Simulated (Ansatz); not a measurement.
# Carbon, bcc under BLYP: ground state and equation of state, part 2 of 2

The plan for carbon in the bcc structure: relax it, solve it on a dense k-mesh, then scale the cell to 7 volumes from 88 to 112 % of the relaxed one and try a fit of the equation of state. Spin polarisation is left out. The k-meshes are 18×18×18 for the relaxation; 29×29×29 for the dense run; 20×20×20 for the volumes.

Ansatz 0.2.0; DFT, BLYP, plane waves (420 eV) with PAW, scalar-relativistic.

### Step 3. Dense single point

The input, input.yaml:

```yaml
crystal:
  lattice:
    - [-1.232120674, 1.232120674, 1.232120674]
    - [1.232120674, -1.232120674, 1.232120674]
    - [1.232120674, 1.232120674, -1.232120674]
  atoms:
    - { symbol: C, position: [0.0, 0.0, 0.0] }
hamiltonian:
  xc: blyp
  pseudopotentials:
    kind: paw
    azcp:
      C: "pseudopotentials/C.paw.azcp"
basis:
  ecutwfc: 420
  fft_grid_basis: typed
kpoints:
  mp_grid: { grid: [29, 29, 29], shift: [0, 0, 0] }
magnetization:
  spin_polarized: false
scf:
  occupations: { method: fermi_dirac, width: 0.1 }
output:
  write_density: true
  write_potential: true
  elf: true
  volumetric_format: npy
```

What it wrote, cut to the lines that bear on the results:

```text
Warning: RAYON_NUM_THREADS=2 ignored (pool sized by the plan → 2); use --threads N
[...]
Pseudopotentials: kind: paw
Pseudopotential: C, paw, valence charge 4, recommended cutoff 420 eV (normal), <dir>
Functional definition: BLYP
[...]
Crystal: 1 atoms, lattice volume = 7.482 Å³
Basis set: ecut = 420 eV, 141 PW (Γ), exchange–correlation on 30×30×30 points (8 copies of the dense FFT grid, shifted against one another)
Bands: 6, of which v1, the nominal top of the filled ones, is band 2 counted from 1 (1 counted from 0)
Symmetry: 48 space group operations
Space group: Im-3m (ITA 229), of the structure as read, at distance tolerance 2.0e-5 Å
k-points: 680 of 24389
[...]
SCF iter   1: F=—  HF=-247.188302 eV  |F-HF|=—  |Δ(HF+E_count)|=         —  Δρ=1.91e-2  dr2=1.80e-2  ethr=1.77e-3  ⟨swp⟩=5.0  Hψ=31326  notcnv=0
[...]
SCF iter   6: F=-247.181113 eV  HF=-247.181113 eV  |F-HF|=2.32e-10  |Δ(HF+E_count)|=   2.59e-8  Δρ=2.97e-6  dr2=4.24e-10  ethr=1.55e-9  ⟨swp⟩=1.4  Hψ=12440  notcnv=0
the search or the solves at the SCF's close seem to have found levels that the self-consistency loop had missed (the run counts 1). By its estimate they hold under 1e-12 electrons; where the run keeps them, the occupations were computed again with them
[...]
SCF converged after 6 iterations
Free energy (F): -247.181113 eV
[...]
E sigma→0 (E₀):  -247.174069 eV
Entropy (-TS):   -0.014089 eV (-14.089 meV/atom)
Fermi energy:    10.029902 eV
[...]
--- Band table (eV; the first three rows and the last of 680) ---
  k-point 0: bands = ["-7.8719", "17.8690", "17.8690", "17.8690", "41.7277", "41.7277"]
[...]
```

Wall time 2 s (2 threads of Arm Neoverse V1, shared host); peak memory 0.28 GiB.

Axes a, b and c in the maps are those of this run's conventional cell (a, b, c = 2.464, 2.464, 2.464 Å).

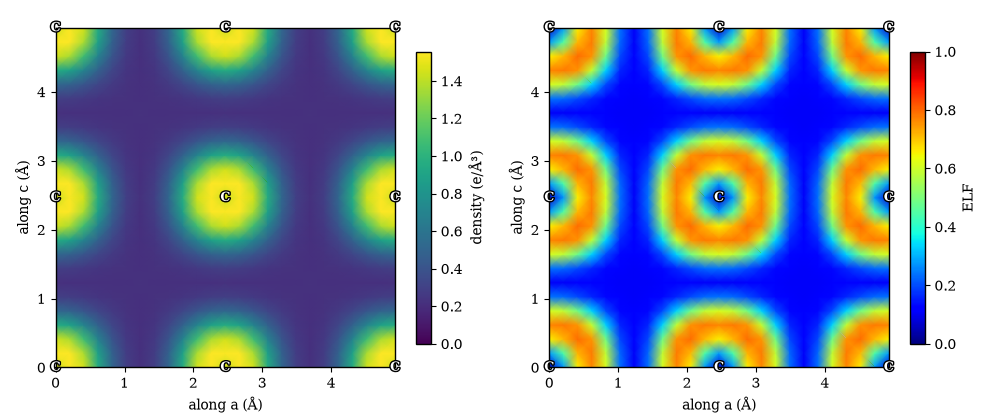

Density (left) and ELF (right) in a lattice plane of the grid's cell (edges 2.46 and 2.46 Å, at 0.000 of the third edge), which holds C. Only atoms in the plane are labelled. Both are smooth fields of the valence electrons: close to the nuclei they are not physical.

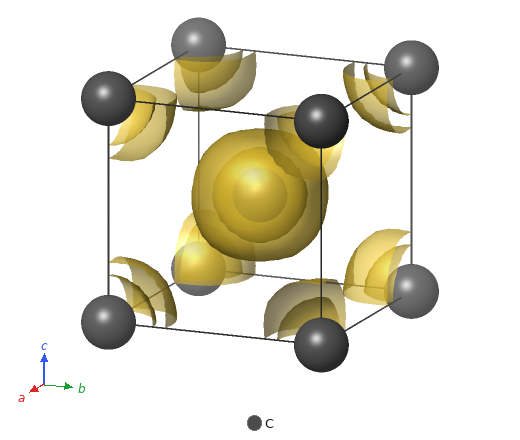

Surface of ELF = 0.75, drawn in one cell.

Maxima of ELF outside the ion cores: 0.81 in the shell around C, 0.6 Å from C.

### Step 4. The cell scaled to 88 % of its volume

The input, input.yaml:

```yaml
crystal:
  lattice:
    - [-1.1807214928, 1.1807214928, 1.1807214928]
    - [1.1807214928, -1.1807214928, 1.1807214928]
    - [1.1807214928, 1.1807214928, -1.1807214928]
  atoms:
    - { symbol: C, position: [0.0, 0.0, 0.0] }
hamiltonian:
  xc: blyp
  pseudopotentials:
    kind: paw
    azcp:
      C: "pseudopotentials/C.paw.azcp"
basis:
  ecutwfc: 420
  fft_grid_basis: typed
kpoints:
  mp_grid: { grid: [20, 20, 20], shift: [0, 0, 0] }
magnetization:
  spin_polarized: false
scf:
  occupations: { method: fermi_dirac, width: 0.1 }
  lower_state_search: "off"
output:
  stress: true
  write_density: true
  write_potential: true
  elf: true
  volumetric_format: npy
```

What it wrote, cut to the lines that bear on the results:

```text
Warning: RAYON_NUM_THREADS=2 ignored (pool sized by the plan → 2); use --threads N
[...]
[... 3 set-up lines as earlier in the session ...]
[...]
Crystal: 1 atoms, lattice volume = 6.584 Å³
Basis set: ecut = 420 eV, 135 PW (Γ), exchange–correlation on 30×30×30 points (8 copies of the dense FFT grid, shifted against one another)
Bands: 6, of which v1, the nominal top of the filled ones, is band 2 counted from 1 (1 counted from 0)
[... 2 set-up lines as earlier in the session ...]
k-points: 256 of 8000
[...]
SCF iter   1: F=—  HF=-247.134506 eV  |F-HF|=—  |Δ(HF+E_count)|=         —  Δρ=1.91e-2  dr2=1.48e-2  ethr=1.77e-3  ⟨swp⟩=5.0  Hψ=11918  notcnv=0
[...]
SCF iter   6: F=-247.128690 eV  HF=-247.128690 eV  |F-HF|=4.21e-12  |Δ(HF+E_count)|=   1.44e-9  Δρ=5.01e-7  dr2=8.95e-12  ethr=8.77e-11  ⟨swp⟩=3.6  Hψ=5868  notcnv=0
[...]
SCF converged after 6 iterations
Free energy (F): -247.128690 eV
[...]
E sigma→0 (E₀):  -247.123018 eV
Entropy (-TS):   -0.011344 eV (-11.344 meV/atom)
Fermi energy:    12.066437 eV
[...]
--- Stress (GPa, compression-positive) ---
       21.881580       0.000000       0.000000
        0.000000      21.881580      -0.000000
        0.000000       0.000000      21.881580
  P = ⅓ Tr σ = 21.8816 GPa (218.816 kbar)
--- Band table (eV; the first three rows and the last of 256) ---
  k-point 0: bands = ["-7.4346", "21.0453", "21.0453", "21.0453", "45.7425", "45.7425"]
[...]
```

Run time: 0.97 s. Hardware: 2 threads of Arm Neoverse V1, shared host; peak memory 0.25 GiB.

### Step 5. The cell scaled to 92 % of its volume

Edit input.yaml of step 4 so:

```diff
@@ -2,5 +2,5 @@
   lattice:
-    - [-1.1807214928, 1.1807214928, 1.1807214928]
-    - [1.1807214928, -1.1807214928, 1.1807214928]
-    - [1.1807214928, 1.1807214928, -1.1807214928]
+    - [-1.1983468001, 1.1983468001, 1.1983468001]
+    - [1.1983468001, -1.1983468001, 1.1983468001]
+    - [1.1983468001, 1.1983468001, -1.1983468001]
   atoms:
```

What it wrote, cut to the lines that bear on the results:

```text
Warning: RAYON_NUM_THREADS=2 ignored (pool sized by the plan → 2); use --threads N
[...]
[... 3 set-up lines as earlier in the session ...]
[...]
Crystal: 1 atoms, lattice volume = 6.883 Å³
Basis set: ecut = 420 eV, 141 PW (Γ), exchange–correlation on 30×30×30 points (8 copies of the dense FFT grid, shifted against one another)
Bands: 6, of which v1, the nominal top of the filled ones, is band 2 counted from 1 (1 counted from 0)
[... 2 set-up lines as earlier in the session ...]
k-points: 256 of 8000
[...]
SCF iter   1: F=—  HF=-247.167280 eV  |F-HF|=—  |Δ(HF+E_count)|=         —  Δρ=1.91e-2  dr2=1.57e-2  ethr=1.77e-3  ⟨swp⟩=5.0  Hψ=11830  notcnv=0
[...]
SCF iter   6: F=-247.160998 eV  HF=-247.160998 eV  |F-HF|=8.15e-11  |Δ(HF+E_count)|=   1.03e-8  Δρ=1.90e-6  dr2=1.51e-10  ethr=6.14e-10  ⟨swp⟩=3.9  Hψ=6004  notcnv=0
[...]
SCF converged after 6 iterations
Free energy (F): -247.160998 eV
[...]
E sigma→0 (E₀):  -247.155336 eV
Entropy (-TS):   -0.011324 eV (-11.324 meV/atom)
Fermi energy:    11.314218 eV
[...]
--- Stress (GPa, compression-positive) ---
       13.020914      -0.000000       0.000000
       -0.000000      13.020914      -0.000000
       -0.000000       0.000000      13.020914
  P = ⅓ Tr σ = 13.0209 GPa (130.209 kbar)
--- Band table (eV; the first three rows and the last of 256) ---
  k-point 0: bands = ["-7.5927", "19.8985", "19.8985", "19.8985", "44.3046", "44.3046"]
[...]
```

Run time: 0.95 s. Hardware: 2 threads of Arm Neoverse V1, shared host; peak memory 0.25 GiB.

### Step 6. The cell scaled to 96 % of its volume

Edit input.yaml of step 5 so:

```diff
@@ -2,5 +2,5 @@
   lattice:
-    - [-1.1983468001, 1.1983468001, 1.1983468001]
-    - [1.1983468001, -1.1983468001, 1.1983468001]
-    - [1.1983468001, 1.1983468001, -1.1983468001]
+    - [-1.2154683533, 1.2154683533, 1.2154683533]
+    - [1.2154683533, -1.2154683533, 1.2154683533]
+    - [1.2154683533, 1.2154683533, -1.2154683533]
   atoms:
@@ -25,5 +25 @@
   stress: true
-  write_density: true
-  write_potential: true
-  elf: true
-  volumetric_format: npy
```

What it wrote, cut to the lines that bear on the results:

```text
Warning: RAYON_NUM_THREADS=2 ignored (pool sized by the plan → 2); use --threads N
[...]
[... 3 set-up lines as earlier in the session ...]
[...]
Crystal: 1 atoms, lattice volume = 7.183 Å³
Basis set: ecut = 420 eV, 141 PW (Γ), exchange–correlation on 30×30×30 points (8 copies of the dense FFT grid, shifted against one another)
Bands: 6, of which v1, the nominal top of the filled ones, is band 2 counted from 1 (1 counted from 0)
[... 2 set-up lines as earlier in the session ...]
k-points: 256 of 8000
[...]
SCF iter   1: F=—  HF=-247.185078 eV  |F-HF|=—  |Δ(HF+E_count)|=         —  Δρ=1.90e-2  dr2=1.68e-2  ethr=1.77e-3  ⟨swp⟩=5.0  Hψ=11807  notcnv=0
[...]
SCF iter   6: F=-247.178373 eV  HF=-247.178373 eV  |F-HF|=2.16e-10  |Δ(HF+E_count)|=   2.21e-8  Δρ=2.96e-6  dr2=3.95e-10  ethr=1.32e-9  ⟨swp⟩=2.0  Hψ=4685  notcnv=0
[...]
SCF converged after 6 iterations
Free energy (F): -247.178373 eV
[...]
E sigma→0 (E₀):  -247.172703 eV
Entropy (-TS):   -0.011340 eV (-11.340 meV/atom)
Fermi energy:    10.630346 eV
[...]
--- Stress (GPa, compression-positive) ---
        5.794751       0.000000      -0.000000
       -0.000000       5.794751       0.000000
       -0.000000      -0.000000       5.794751
  P = ⅓ Tr σ = 5.7948 GPa (57.948 kbar)
```

Run time: 0.77 s. Hardware: 2 threads of Arm Neoverse V1, shared host; peak memory 0.25 GiB.

### Step 7. The cell scaled to 100 % of its volume

Edit input.yaml of step 6 so:

```diff
@@ -2,5 +2,5 @@
   lattice:
-    - [-1.2154683533, 1.2154683533, 1.2154683533]
-    - [1.2154683533, -1.2154683533, 1.2154683533]
-    - [1.2154683533, 1.2154683533, -1.2154683533]
+    - [-1.232120674, 1.232120674, 1.232120674]
+    - [1.232120674, -1.232120674, 1.232120674]
+    - [1.232120674, 1.232120674, -1.232120674]
   atoms:
```

What it wrote, cut to the lines that bear on the results:

```text
Warning: RAYON_NUM_THREADS=2 ignored (pool sized by the plan → 2); use --threads N
[...]
[... 3 set-up lines as earlier in the session ...]
[...]
Crystal: 1 atoms, lattice volume = 7.482 Å³
Basis set: ecut = 420 eV, 141 PW (Γ), exchange–correlation on 30×30×30 points (8 copies of the dense FFT grid, shifted against one another)
Bands: 6, of which v1, the nominal top of the filled ones, is band 2 counted from 1 (1 counted from 0)
[... 2 set-up lines as earlier in the session ...]
k-points: 256 of 8000
[...]
SCF iter   1: F=—  HF=-247.190585 eV  |F-HF|=—  |Δ(HF+E_count)|=         —  Δρ=1.89e-2  dr2=1.77e-2  ethr=1.77e-3  ⟨swp⟩=5.0  Hψ=11776  notcnv=0
[...]
SCF iter   6: F=-247.183503 eV  HF=-247.183503 eV  |F-HF|=2.32e-10  |Δ(HF+E_count)|=   2.53e-8  Δρ=2.97e-6  dr2=4.23e-10  ethr=1.52e-9  ⟨swp⟩=2.0  Hψ=4700  notcnv=0
[...]
SCF converged after 6 iterations
Free energy (F): -247.183503 eV
[...]
E sigma→0 (E₀):  -247.177630 eV
Entropy (-TS):   -0.011746 eV (-11.746 meV/atom)
Fermi energy:    10.004109 eV
[...]
--- Stress (GPa, compression-positive) ---
       -0.102424       0.000000       0.000000
        0.000000      -0.102424       0.000000
        0.000000       0.000000      -0.102424
  P = ⅓ Tr σ = -0.1024 GPa (-1.024 kbar)
```

It took 0.76 s on 2 threads of Arm Neoverse V1, shared host; peak memory 0.25 GiB.

### Step 8. The cell scaled to 104 % of its volume

Edit input.yaml of step 7 so:

```diff
@@ -2,5 +2,5 @@
   lattice:
-    - [-1.232120674, 1.232120674, 1.232120674]
-    - [1.232120674, -1.232120674, 1.232120674]
-    - [1.232120674, 1.232120674, -1.232120674]
+    - [-1.2483346475, 1.2483346475, 1.2483346475]
+    - [1.2483346475, -1.2483346475, 1.2483346475]
+    - [1.2483346475, 1.2483346475, -1.2483346475]
   atoms:
```

What it wrote, cut to the lines that bear on the results:

```text
Warning: RAYON_NUM_THREADS=2 ignored (pool sized by the plan → 2); use --threads N
[...]
[... 3 set-up lines as earlier in the session ...]
[...]
Crystal: 1 atoms, lattice volume = 7.781 Å³
Basis set: ecut = 420 eV, 141 PW (Γ), exchange–correlation on 30×30×30 points (8 copies of the dense FFT grid, shifted against one another)
Bands: 6, of which v1, the nominal top of the filled ones, is band 2 counted from 1 (1 counted from 0)
[... 2 set-up lines as earlier in the session ...]
k-points: 256 of 8000
[...]
SCF iter   1: F=—  HF=-247.186285 eV  |F-HF|=—  |Δ(HF+E_count)|=         —  Δρ=1.89e-2  dr2=1.88e-2  ethr=1.77e-3  ⟨swp⟩=5.0  Hψ=11759  notcnv=0
[...]
SCF iter   6: F=-247.178794 eV  HF=-247.178794 eV  |F-HF|=2.22e-10  |Δ(HF+E_count)|=   2.61e-8  Δρ=2.81e-6  dr2=4.01e-10  ethr=1.57e-9  ⟨swp⟩=2.0  Hψ=4711  notcnv=0
[...]
SCF converged after 6 iterations
Free energy (F): -247.178794 eV
[...]
E sigma→0 (E₀):  -247.172515 eV
Entropy (-TS):   -0.012558 eV (-12.558 meV/atom)
Fermi energy:    9.422726 eV
[...]
--- Stress (GPa, compression-positive) ---
       -4.715800      -0.000000       0.000000
       -0.000000      -4.715800      -0.000000
       -0.000000       0.000000      -4.715800
  P = ⅓ Tr σ = -4.7158 GPa (-47.158 kbar)
```

Wall time 0.75 s (2 threads of Arm Neoverse V1, shared host); peak memory 0.25 GiB.

### Step 9. The cell scaled to 108 % of its volume

Edit input.yaml of step 8 so:

```diff
@@ -2,5 +2,5 @@
   lattice:
-    - [-1.2483346475, 1.2483346475, 1.2483346475]
-    - [1.2483346475, -1.2483346475, 1.2483346475]
-    - [1.2483346475, 1.2483346475, -1.2483346475]
+    - [-1.2641380296, 1.2641380296, 1.2641380296]
+    - [1.2641380296, -1.2641380296, 1.2641380296]
+    - [1.2641380296, 1.2641380296, -1.2641380296]
   atoms:
```

What it wrote, cut to the lines that bear on the results:

```text
Warning: RAYON_NUM_THREADS=2 ignored (pool sized by the plan → 2); use --threads N
[...]
[... 3 set-up lines as earlier in the session ...]
[...]
Crystal: 1 atoms, lattice volume = 8.081 Å³
Basis set: ecut = 420 eV, 141 PW (Γ), exchange–correlation on 30×30×30 points (8 copies of the dense FFT grid, shifted against one another)
Bands: 6, of which v1, the nominal top of the filled ones, is band 2 counted from 1 (1 counted from 0)
[... 2 set-up lines as earlier in the session ...]
k-points: 256 of 8000
[...]
SCF iter   1: F=—  HF=-247.174257 eV  |F-HF|=—  |Δ(HF+E_count)|=         —  Δρ=1.88e-2  dr2=1.98e-2  ethr=1.77e-3  ⟨swp⟩=5.1  Hψ=11731  notcnv=0
[...]
SCF iter   6: F=-247.166400 eV  HF=-247.166400 eV  |F-HF|=2.09e-10  |Δ(HF+E_count)|=   2.62e-8  Δρ=2.64e-6  dr2=3.75e-10  ethr=1.56e-9  ⟨swp⟩=2.0  Hψ=4724  notcnv=0
[...]
SCF converged after 6 iterations
Free energy (F): -247.166400 eV
[...]
E sigma→0 (E₀):  -247.159686 eV
Entropy (-TS):   -0.013427 eV (-13.427 meV/atom)
Fermi energy:    8.881774 eV
[...]
--- Stress (GPa, compression-positive) ---
       -8.424851       0.000000       0.000000
       -0.000000      -8.424851       0.000000
       -0.000000      -0.000000      -8.424851
  P = ⅓ Tr σ = -8.4249 GPa (-84.249 kbar)
```

Run time: 0.76 s. Hardware: 2 threads of Arm Neoverse V1, shared host; peak memory 0.25 GiB.

### Step 10. The cell scaled to 112 % of its volume

Edit input.yaml of step 9 so:

```diff
@@ -2,5 +2,5 @@
   lattice:
-    - [-1.2641380296, 1.2641380296, 1.2641380296]
-    - [1.2641380296, -1.2641380296, 1.2641380296]
-    - [1.2641380296, 1.2641380296, -1.2641380296]
+    - [-1.2795558665, 1.2795558665, 1.2795558665]
+    - [1.2795558665, -1.2795558665, 1.2795558665]
+    - [1.2795558665, 1.2795558665, -1.2795558665]
   atoms:
```

What it wrote, cut to the lines that bear on the results:

```text
Warning: RAYON_NUM_THREADS=2 ignored (pool sized by the plan → 2); use --threads N
[...]
[... 3 set-up lines as earlier in the session ...]
[...]
Crystal: 1 atoms, lattice volume = 8.380 Å³
Basis set: ecut = 420 eV, 177 PW (Γ), exchange–correlation on 30×30×30 points (8 copies of the dense FFT grid, shifted against one another)
Bands: 6, of which v1, the nominal top of the filled ones, is band 2 counted from 1 (1 counted from 0)
[... 2 set-up lines as earlier in the session ...]
k-points: 256 of 8000
[...]
SCF iter   1: F=—  HF=-247.155908 eV  |F-HF|=—  |Δ(HF+E_count)|=         —  Δρ=1.87e-2  dr2=2.07e-2  ethr=1.77e-3  ⟨swp⟩=5.1  Hψ=11734  notcnv=0
[...]
SCF iter   6: F=-247.147709 eV  HF=-247.147709 eV  |F-HF|=1.78e-10  |Δ(HF+E_count)|=   2.44e-8  Δρ=2.37e-6  dr2=3.17e-10  ethr=1.46e-9  ⟨swp⟩=2.0  Hψ=4719  notcnv=0
[...]
SCF converged after 6 iterations
Free energy (F): -247.147709 eV
[...]
E sigma→0 (E₀):  -247.140486 eV
Entropy (-TS):   -0.014446 eV (-14.446 meV/atom)
Fermi energy:    8.376343 eV
[...]
--- Stress (GPa, compression-positive) ---
      -11.509823      -0.000000      -0.000000
       -0.000000     -11.509823      -0.000000
        0.000000       0.000000     -11.509823
  P = ⅓ Tr σ = -11.5098 GPa (-115.098 kbar)
```

Run time: 0.83 s. Hardware: 2 threads of Arm Neoverse V1, shared host; peak memory 0.25 GiB.

### Step 11. Fitting the volumes

The cell was scaled evenly, with its shape and the fractional positions fixed.

```csv
V (Å³/atom),E − E₀ (meV/atom),P from the stress (GPa),P from the fit (GPa)
6.584,54.5,21.88,22.13
6.883,22.2,13.02,12.99
7.183,4.8,5.79,5.67
7.482,-0.1,-0.10,-0.20
7.781,5.0,-4.72,-4.92
8.081,17.9,-8.42,-8.73
8.380,37.1,-11.51,-11.79
```

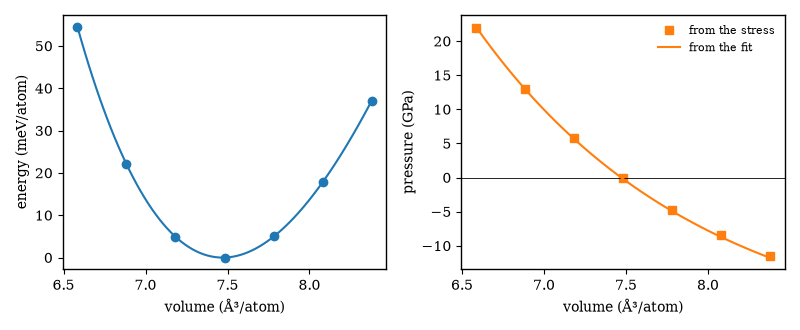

Energy and pressure against volume; the lines are the Birch-Murnaghan fit.

A third-order Birch-Murnaghan fit gives V₀ = 7.471 Å³/atom, B₀ = 132 GPa and B₀′ = 4.4; it misses no point by more than 0.12 meV/atom.

The fit is made to E(σ → 0), while the stress belongs to the free energy F; that is one source of the offset between the two pressures.

### Step 12. Results

This closing draws on all 2 parts.

| quantity | value |
| --- | --- |
| space group (spins left aside) | Im-3m (No. 229) |
| conventional cell | a = 2.464 Å |
| volume | 7.482 Å³/atom |
| shortest distance | 2.134 Å |
| gap on the mesh | none (levels filled in part) |
| relative to graphite | +4631 meV/atom |
| highest ELF outside the cores | 0.81, 0.62 Å from the nearest atom |
| V₀, B₀, B₀′ | 7.471 Å³/atom, 132 GPa, 4.4 |

In words: From the guessed start the volume grew by 13.1 % in 9 steps. It lies 4631 meV/atom above the element's reference form at the same level (graphite, from a run of its own). Levels at the Fermi energy are filled in part, as in a metal. The fitted modulus is 132 GPa. The symmetry was held, so the structure may be unstable against distortions that break it.
